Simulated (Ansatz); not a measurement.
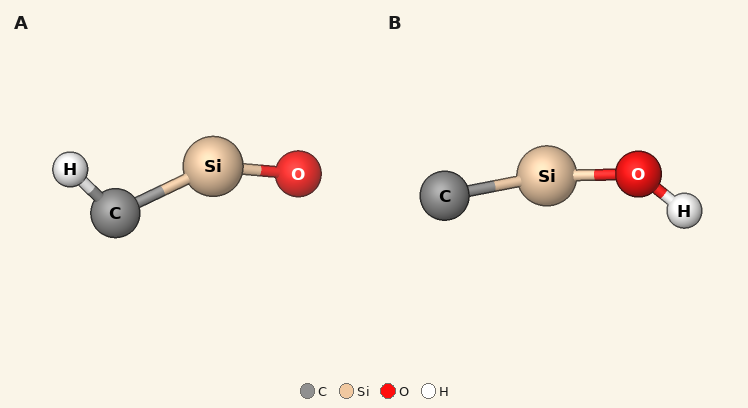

2 stationary structures of one formula. The species has charge +1 and is a spin singlet. Geometries: PBE-D4/def2-SVP. Electronic energies: PBE-D4/def2-SVP (Ansatz 0.2.0), without zero-point energy. No frequency run is at hand to confirm each as a minimum.

Which is lowest in energy, and by how much?

A is lowest (Cs); B lies 0.780 eV above it (C1).
